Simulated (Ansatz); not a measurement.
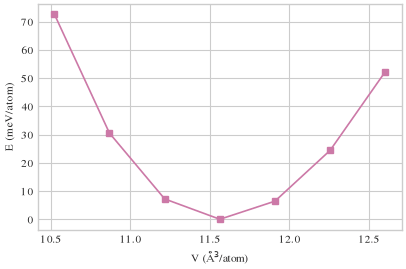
Fig. 1. Ti2O (anti-CdI2 type, P-3m1) under volume change, DFT-LDA in the program Ansatz with PAW potentials, shape and atoms relaxed at each volume.

Problem. What does a third-order Birch–Murnaghan fit give for V₀, B₀ and B′?

Solution. V₀ = 11.56 Å³/atom, B₀ = 209 GPa, B′ = 4.4.

The workflow started from a Materials Project entry (that database holds measured and hypothetical structures alike); the Crystallography Open Database files this formula in space group No. 164, but the cells were not matched. Its standing as an ambient phase is unchecked. Symmetry was held in the LDA relaxation; its stability against distortions is not shown here. The run is not spin-polarised.

Potentials: the later of the program's two PAW sets.
